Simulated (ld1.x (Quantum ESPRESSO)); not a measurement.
**Copper: generating and testing a TM semilocal potential**

Aim: build the potential from the settings below, then test how well it stands in for the atom: other configurations, scattering, ghost states and the plane-wave cutoff that it needs.

The numbers are computed with ld1.x (Quantum ESPRESSO) 7.5 (BP86, scalar-relativistic, spin-unpolarised reference atom).

## 1. Settings

Typed settings, in words:

- element: copper (Cu, Z = 29)
- type: norm-conserving Troullier–Martins (semilocal form)
- frozen core: [Ar]
- valence charge: 11
- reference configuration: 3d10 4s0.75 4p0 (charge +0.25)
- partial waves: 4s (bound): rc 2.00 bohr; 3d (bound): rc 0.95 bohr; 4p (bound, empty): rc 2.05 bohr
- local potential: the p channel
- core correction: Bessel-smoothed model core inside 0.85 bohr

An earlier all-electron run gives the scale for the radii.

All-electron outer shells of the reference configuration (BP86, scalar-relativistic, ld1.x):

| shell | level (eV) | outermost node (bohr) | outermost maximum (bohr) |
| --- | --- | --- | --- |
| 3s | -116.81 | 0.29 | 0.61 |
| 3p | -74.27 | 0.26 | 0.62 |
| 3d | -7.19 | – | 0.60 |
| 4s | -6.50 | 0.89 | 2.24 |
| 4p | -2.06 | 0.97 | 3.22 |

## 2. The generation run

The input, Cu.in:

```
 &input
   title='Cu', zed=29., rel=1, dft='BP', iswitch=3,
   config='[Ar] 3d10 4s0.75 4p0',
   nld=3, rlderiv=2.25, eminld=-3.0, emaxld=5.0, deld=0.02
 /
 &inputp
   pseudotype=1, tm=.true., lloc=1,
   nlcc=.true., new_core_ps=.true., rcore=0.85,
   file_pseudopw='Cu.pp', file_wfcaegen='ae.wfc', file_wfcncgen='nc.wfc'
 /
3
4S  1  0   0.75   0.00  2.00  2.00  0.0
3D  3  2  10.00   0.00  0.95  0.95  0.0
4P  2  1   0.00   0.00  2.05  2.05  0.0
 &test
   configts(1)='3d10 4s0.75 4p0'
 /
```

The run is started by

```sh
$ ld1.x < Cu.in > Cu.out
```

Output in Cu.out (without the banner and most projector matrices):

```text
     Program LD1 v.7.5
     --------------------------- All-electron run ----------------------------

     Cu
     scalar relativistic calculation

     atomic number is 29.00
     dft =BP   lsd =0 sic =0 latt =0  beta=0.20 tr2=1.0E-14
     Exchange-correlation= BP
                           (   1   1   1   1   0   0   0)
     mesh =1199 r(mesh) = 100.25372 a.u. xmin = -7.00 dx = 0.01250
     1 Ry =  13.60569312 eV, c = 137.03599908

     n l     nl                  e(Ry)          e(Ha)          e(eV)
     1 0     1S 1( 2.00)      -650.9081      -325.4541     -8856.0562
     2 0     2S 1( 2.00)       -78.2687       -39.1343     -1064.8996
     2 1     2P 1( 6.00)       -67.5716       -33.7858      -919.3582
     3 0     3S 1( 2.00)        -8.5856        -4.2928      -116.8126
     3 1     3P 1( 6.00)        -5.4586        -2.7293       -74.2678
     3 2     3D 1(10.00)        -0.5288        -0.2644        -7.1945
     4 0     4S 1( 0.75)        -0.4776        -0.2388        -6.4984
     4 1     4P 1( 0.00)        -0.1511        -0.0755        -2.0558

     final scf error:  3.4E-15 reached in  30 iterations

     Etot =   -3310.626231 Ry,   -1655.313115 Ha,  -45043.364544 eV

     Ekin =    3359.844796 Ry,    1679.922398 Ha,   45713.017229 eV
     Encl =   -7966.167854 Ry,   -3983.083927 Ha, -108385.235187 eV
     Eh   =    1431.731667 Ry,     715.865833 Ha,   19479.701693 eV
     Exc  =    -136.034839 Ry,     -68.017420 Ha,   -1850.848279 eV

     normalization and overlap integrals

     s(1S/1S) =  1.000000  <r> =   0.0521  <r2> =    0.0037  r(max) =   0.0341
     s(2S/2S) =  1.000000  <r> =   0.2352  <r2> =    0.0653  r(max) =   0.1960
     s(2P/2P) =  1.000000  <r> =   0.2064  <r2> =    0.0523  r(max) =   0.1585
     s(3S/3S) =  1.000000  <r> =   0.7120  <r2> =    0.5865  r(max) =   0.6112
     s(3P/3P) =  1.000000  <r> =   0.7496  <r2> =    0.6655  r(max) =   0.6189
     s(3D/3D) =  1.000000  <r> =   1.0394  <r2> =    1.5332  r(max) =   0.6036
     s(4S/4S) =  1.000000  <r> =   2.8042  <r2> =    9.2036  r(max) =   2.2428
     s(4P/4P) =  1.000000  <r> =   4.2909  <r2> =   22.3294  r(max) =   3.2227

     ------------------------ End of All-electron run ------------------------

     --------------------- Generating NC pseudopotential ---------------------

      Generating local pot.: lloc=1, matching radius rcloc =   2.0500

      Computing core charge for nlcc:

       r > 0.86 : true rho core
      Core charge pseudized with two Bessel functions
      Integrated core pseudo-charge :  10.45

      Wfc   4S  rcut= 1.979  Using Troullier-Martins method

      Wfc   3D  rcut= 0.959  Using Troullier-Martins method

     ------------------- End of pseudopotential generation -------------------

     [... the all-electron block is printed once more ...]


     Computing logarithmic derivative in   2.25686
     Computing logarithmic derivative in   2.25686
     Computing the partial wave expansion
     R is outside the sphere for l=    0 j= 0.00
       no projector for channel:   1
     R is outside the sphere for l=    2 j= 0.00

     ---------------------- Testing the pseudopotential ----------------------

     Cu
     scalar relativistic calculation

     atomic number is 29.00   valence charge is 11.00
     dft =BP   lsd =0 sic =0 latt =0  beta=0.20 tr2=1.0E-14
     mesh =1199 r(mesh) = 100.25372 xmin = -7.00 dx = 0.01250

     n l     nl             e AE (Ry)        e PS (Ry)    De AE-PS (Ry)
     3 2     3D   1(10.00)       -0.52879       -0.52879        0.00000
     1 0     4S   1( 0.75)       -0.47762       -0.47762        0.00000
     2 1     4P   1( 0.00)       -0.15110       -0.15110       -0.00000

     eps = 9.6E-15  iter = 10

     Etot =   -3310.626231 Ry,   -1655.313115 Ha,  -45043.364544 eV
     Etotps =  -125.123783 Ry,     -62.561891 Ha,   -1702.395792 eV

     Ekin =     165.359015 Ry,      82.679507 Ha,    2249.824006 eV
     Encl =    -181.308665 Ry,     -90.654333 Ha,   -2466.830062 eV
     Ehrt =      97.963745 Ry,      48.981873 Ha,    1332.864657 eV
     Ecxc =     -47.656745 Ry,     -23.828372 Ha,    -648.403042 eV
     (Ecc =     -23.820194 Ry,     -11.910097 Ha,    -324.090250 eV)
     Epseu=    -159.481133 Ry,     -79.740566 Ha,   -2169.851352 eV

     ---------------------- End of pseudopotential test ----------------------
```

It took 1.1 s on 1 thread, shared host. This counts the later configuration tests of the new file too.

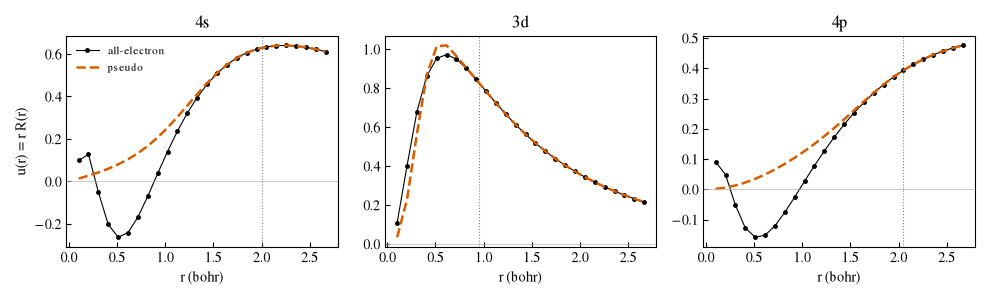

Bound waves of the atom and their pseudo partners (4s, 3d, 4p), with the matching radii dotted. The curves join 26 sampled radii, too few to resolve the innermost nodes.

## 3. Testing the new file in other configurations

The input, Cu.test.in:

```
 &input
   title='Cu', zed=29., rel=1, dft='BP', iswitch=2,
   config='[Ar] 3d10 4s0.75 4p0'
 /
 &test
   file_pseudo='Cu.pp', nconf=8,
   configts(1)='3d10 4s0.75 4p0',
   configts(2)='3d10 4s1 4p0',
   configts(3)='3d10 4s0 4p0',
   configts(4)='3d9 4s0 4p0',
   configts(5)='3d8 4s0 4p0',
   configts(6)='3d9 4s2 4p0',
   configts(7)='3d10 4s0.5 4p0',
   configts(8)='3d10 4s0 4p1'
 /
```

The run is started by

```sh
$ ld1.x < Cu.test.in > Cu.test.out
```

Cu.test.out, the pseudopotential blocks:

```text
     ---------------------- Testing the pseudopotential ----------------------

     Cu
     scalar relativistic calculation

     atomic number is 29.00   valence charge is 11.00
     dft =BP   lsd =0 sic =0 latt =0  beta=0.20 tr2=1.0E-14
     mesh =1199 r(mesh) = 100.25372 xmin = -7.00 dx = 0.01250

     n l     nl             e AE (Ry)        e PS (Ry)    De AE-PS (Ry)
     3 2     3D   1(10.00)       -0.52879       -0.52879        0.00000
     1 0     4S   1( 0.75)       -0.47762       -0.47762        0.00000
     2 1     4P   1( 0.00)       -0.15110       -0.15110       -0.00000

     eps = 2.0E-16  iter = 28

     Etot =   -3310.626231 Ry,   -1655.313115 Ha,  -45043.364544 eV
     Etotps =  -125.123780 Ry,     -62.561890 Ha,   -1702.395756 eV

     Ekin =     165.359018 Ry,      82.679509 Ha,    2249.824060 eV
     Encl =    -181.308665 Ry,     -90.654332 Ha,   -2466.830055 eV
     Ehrt =      97.963745 Ry,      48.981872 Ha,    1332.864650 eV
     Ecxc =     -47.656745 Ry,     -23.828372 Ha,    -648.403042 eV
     (Ecc =     -23.820194 Ry,     -11.910097 Ha,    -324.090250 eV)
     Epseu=    -159.481134 Ry,     -79.740567 Ha,   -2169.851371 eV

     ---------------------- End of pseudopotential test ----------------------

     ---------------------- Testing the pseudopotential ----------------------

     Cu
     [...]
     n l     nl             e AE (Ry)        e PS (Ry)    De AE-PS (Ry)
     3 2     3D   1(10.00)       -0.38245       -0.38326        0.00081
     1 0     4S   1( 1.00)       -0.35260       -0.35226       -0.00034
     2 1     4P   1( 0.00)       -0.05590       -0.05584       -0.00006

     eps = 4.5E-15  iter = 26

     Etot =   -3310.729878 Ry,   -1655.364939 Ha,  -45044.774734 eV
     Etotps =  -125.227381 Ry,     -62.613690 Ha,   -1703.805312 eV
     dEtot_ae =      -0.103647 Ry
     dEtot_ps =      -0.103600 Ry,   Delta E=      -0.000047 Ry

     [...]
     ---------------------- End of pseudopotential test ----------------------

     ---------------------- Testing the pseudopotential ----------------------

     Cu
     [...]
     n l     nl             e AE (Ry)        e PS (Ry)    De AE-PS (Ry)
     3 2     3D   1(10.00)       -1.01277       -1.01042       -0.00235
     1 0     4S   1( 0.00)       -0.87677       -0.87943        0.00266
     2 1     4P   1( 0.00)       -0.47369       -0.47557        0.00188

     eps = 1.8E-15  iter = 18

     Etot =   -3310.119832 Ry,   -1655.059916 Ha,  -45036.474633 eV
     Etotps =  -124.616508 Ry,     -62.308254 Ha,   -1695.493960 eV
     dEtot_ae =       0.506399 Ry
     dEtot_ps =       0.507273 Ry,   Delta E=      -0.000874 Ry

     [...]
     ---------------------- End of pseudopotential test ----------------------

     ---------------------- Testing the pseudopotential ----------------------

     Cu
     [...]
     n l     nl             e AE (Ry)        e PS (Ry)    De AE-PS (Ry)
     3 2     3D   1( 9.00)       -2.18391       -2.19427        0.01036  !
     1 0     4S   1( 0.00)       -1.63098       -1.63087       -0.00011
     2 1     4P   1( 0.00)       -1.10719       -1.10737        0.00018

     eps = 1.1E-15  iter = 21

     Etot =   -3308.544356 Ry,   -1654.272178 Ha,  -45015.039189 eV
     Etotps =  -123.038908 Ry,     -61.519454 Ha,   -1674.029631 eV
     dEtot_ae =       2.081875 Ry
     dEtot_ps =       2.084872 Ry,   Delta E=      -0.002997 Ry

     [...]
     ---------------------- End of pseudopotential test ----------------------

     ---------------------- Testing the pseudopotential ----------------------

     Cu
     [...]
     n l     nl             e AE (Ry)        e PS (Ry)    De AE-PS (Ry)
     3 2     3D   1( 8.00)       -3.59950       -3.65304        0.05353  !
     1 0     4S   1( 0.00)       -2.51088       -2.51355        0.00267
     2 1     4P   1( 0.00)       -1.88067       -1.88554        0.00487

     eps = 4.7E-15  iter = 24

     Etot =   -3305.671126 Ry,   -1652.835563 Ha,  -44975.946905 eV
     Etotps =  -120.136511 Ry,     -60.068256 Ha,   -1634.540503 eV
     dEtot_ae =       4.955105 Ry
     dEtot_ps =       4.987269 Ry,   Delta E=      -0.032164 Ry

     [...]
     ---------------------- End of pseudopotential test ----------------------

     ---------------------- Testing the pseudopotential ----------------------

     Cu
     [...]
     n l     nl             e AE (Ry)        e PS (Ry)    De AE-PS (Ry)
     3 2     3D   1( 9.00)       -0.71045       -0.72782        0.01737  !
     1 0     4S   1( 2.00)       -0.44038       -0.43663       -0.00375
     2 1     4P   1( 0.00)       -0.09261       -0.09109       -0.00152

     eps = 7.1E-15  iter = 24

     Etot =   -3310.587175 Ry,   -1655.293588 Ha,  -45042.833164 eV
     Etotps =  -125.075300 Ry,     -62.537650 Ha,   -1701.736154 eV
     dEtot_ae =       0.039056 Ry
     dEtot_ps =       0.048480 Ry,   Delta E=      -0.009424 Ry

     [...]
     ---------------------- End of pseudopotential test ----------------------

     ---------------------- Testing the pseudopotential ----------------------

     Cu
     [...]
     n l     nl             e AE (Ry)        e PS (Ry)    De AE-PS (Ry)
     3 2     3D   1(10.00)       -0.68335       -0.68243       -0.00091
     1 0     4S   1( 0.50)       -0.60775       -0.60827        0.00051
     2 1     4P   1( 0.00)       -0.25444       -0.25469        0.00024

     eps = 7.8E-15  iter = 17

     Etot =   -3310.490662 Ry,   -1655.245331 Ha,  -45041.520035 eV
     Etotps =  -124.988107 Ry,     -62.494053 Ha,   -1700.549826 eV
     dEtot_ae =       0.135569 Ry
     dEtot_ps =       0.135673 Ry,   Delta E=      -0.000105 Ry

     [...]
     ---------------------- End of pseudopotential test ----------------------

     ---------------------- Testing the pseudopotential ----------------------

     Cu
     [...]
     n l     nl             e AE (Ry)        e PS (Ry)    De AE-PS (Ry)
     3 2     3D   1(10.00)       -0.53646       -0.53533       -0.00113
     1 0     4S   1( 0.00)       -0.45894       -0.45948        0.00054
     2 1     4P   1( 1.00)       -0.13718       -0.13725        0.00007

     eps = 5.9E-15  iter = 21

     Etot =   -3310.421726 Ry,   -1655.210863 Ha,  -45040.582115 eV
     Etotps =  -124.919042 Ry,     -62.459521 Ha,   -1699.610150 eV
     dEtot_ae =       0.204505 Ry
     dEtot_ps =       0.204738 Ry,   Delta E=      -0.000234 Ry

     [...]
     ---------------------- End of pseudopotential test ----------------------
```

Excitation and ionisation energies from 3d10 4s0.75 4p0, with the error of the potential.

```tsv
valence configuration	charge	ΔE all-electron (eV)	error AE − PS (meV)
3d10 4s1 4p0	0	-1.410	-0.6
3d10 4s0 4p0	+1	6.890	-12
3d9 4s0 4p0	+2	28.325	-41
3d8 4s0 4p0	+3	67.418	-438
3d9 4s2 4p0	0	0.531	-128
3d10 4s0.5 4p0	+0.5	1.845	-1.4
3d10 4s0 4p1	0	2.782	-3.2
```

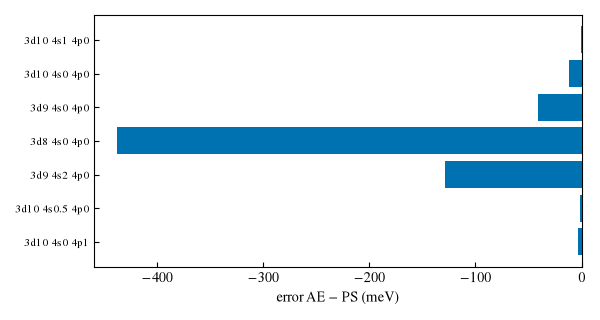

Error of the potential in each test configuration.

## 4. Logarithmic derivatives

Taken from the files of the generation run. The phase is arctan(r·u′/u) with u = r·R, unwrapped, with energies in Ry. A pole is an energy at which the radial function vanishes at the test radius. The pseudo phase is shifted by a multiple of π to meet the all-electron one at the reference energy. Levels narrower than the energy grid can be missing from the poles. The last column is the largest difference on the grid between −1 and +1 Ry.

| channel | radius (bohr) | reference (Ry) | poles AE | poles PS | window around the reference with phases within 0.05 rad (Ry) | largest difference near zero (rad) |
| --- | --- | --- | --- | --- | --- | --- |
| s | 2.26 | -0.48 | 2.26 | 2.11 | below 3.7 | 0.007 |
| p | 2.26 | -0.15 | 3.52 | 3.10 | below 3.7 | 0.023 |
| d | 2.26 | -0.53 | -0.34 | -0.34 | the whole range | 0.002 |

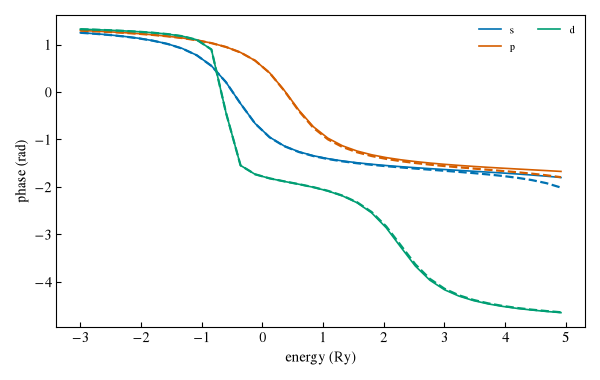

Phases by channel: all-electron solid, pseudo dashed.

## 5. Cutoff and ghost test in a Bessel basis

This step uses the generator's waves and projectors in a separate script. Basis: spherical Bessel functions vanishing at 20 bohr, q² up to the cutoff; potential fixed at the reference.

All-electron valence levels (Ry): 4s -0.4776, 3d -0.5288, 4p -0.1511. The lowest levels of each channel (Ry) by cutoff; the last column sums, over occupied levels, occupation times the distance from the level at 400 Ry. A positive value at high cutoff is not a bound level.

```tsv
cutoff (Ry)	s #1	d #1	p #1	Σ f·Δε (mRy)
8	-0.4710	-0.0463	-0.1504	4848.9
15	-0.4751	-0.0464	-0.1509	4844.8
25	-0.4770	-0.0465	-0.1510	4842.4
40	-0.4775	-0.0466	-0.1511	4840.4
55	-0.4776	-0.0469	-0.1511	4837.9
90	-0.4776	-0.0522	-0.1511	4784.8
120	-0.4776	-0.2733	-0.1511	2573.8
180	-0.4776	-0.5129	-0.1511	177.3
230	-0.4776	-0.5300	-0.1511	6.8
260	-0.4776	-0.5305	-0.1511	1.4
400	-0.4776	-0.5307	-0.1511	0.0
```

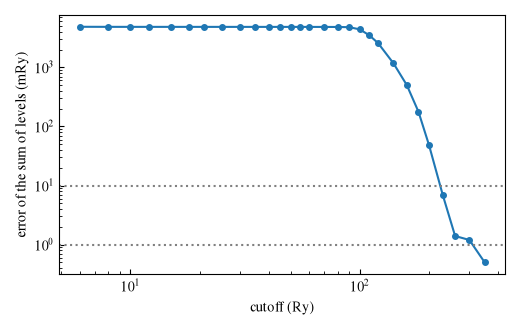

Occupation-weighted error of the valence levels against the cutoff; the dotted lines mark 10 and 1 mRy.

The sum stays within 10 mRy from 230 Ry and within 1 mRy only somewhere over 300 Ry. The sum leaves out empty levels, which can need more. Ghost test: no level below the all-electron spectrum of its channel (s, d, p tested).

## 6. Results

```
                                                quantity                      value
               cutoffs for 10 and 1 mRy, occupied levels     230 Ry and over 300 Ry
                                            bound ghosts                 none found
                            largest test error (AE − PS)  -438 meV, for 3d8 4s0 4p0
largest phase difference near zero energy, channels read                  0.023 rad
```

The worst unpolarised test, 3d8 4s0 4p0, is off by 438 meV on 67.4 eV; by total energies transferability rates as poor. That test lies far up in energy; among those under 40 eV, nearer to bonding, the largest error is 128 meV. By its cutoff, 230 Ry for the looser tolerance, it is very hard. The tighter tolerance needs over 300 Ry, and converged work needs a cutoff nearer that. The slowest occupied level is 3d: taken alone it needs 230 Ry to come within 1 mRy, against 25 Ry for 4s. The Bessel-basis test finds no level below the valence levels. Near zero energy the phases of the channels with partial waves agree within 0.023 rad. These are tests on the free atom; a crystal test is still owed.
